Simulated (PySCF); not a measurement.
C₄H₁₁ClSi₂, SMILES ClC[Si@@H]1CCC[SiH2]1, geometry in Å:

```xyz
18

Cl     1.8371    -1.7559    -1.4362
C      2.5278    -0.5138    -0.3384
Si     1.1030     0.5093     0.3961
C     -0.1600    -0.6195     1.2678
C     -1.5877    -0.1862     0.8977
C     -1.7576     0.0001    -0.6176
Si    -0.4304     1.2263    -1.2215
H      3.1130    -1.0381     0.4317
H      3.2182     0.1033    -0.9307
H      1.6877     1.5511     1.3006
H     -0.0150    -0.6515     2.3590
H      0.0255    -1.6395     0.8870
H     -1.8279     0.7629     1.4108
H     -2.3170    -0.9230     1.2763
H     -1.5837    -0.9600    -1.1344
H     -2.7780     0.3254    -0.8752
H     -0.0451     1.0558    -2.6545
H     -0.8756     2.6414    -1.0108
```

Simulated rotational absorption lines between 2 and 8 GHz at 5 K: rigid rotor with the equilibrium constants and dipole of one optimised conformer (PBE0-D3(BJ)/def2-SVP, PySCF), commonest isotopes; no centrifugal distortion, hyperfine structure, internal rotation or nuclear-spin weights; lines within 1 MHz of each other are summed.

What are the rotational constants, and what kind of rotor is it?

Answer. Rotational constants A, B, C = 1.995, 1.002, 0.9545 GHz; Ray's κ = −0.91, a near-prolate asymmetric top.

Which dipole components drive the lines?

Answer.
|μa|, |μb|, |μc| = 0.18, 1.11, 0.51 D; b-type lines carry 86 % of the intensity in this range.

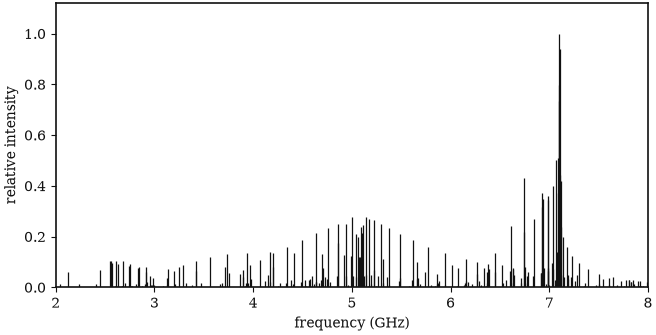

Caveats: coarse grid, loose stop and no frequency check, small forces are noise and the end may be a saddle.
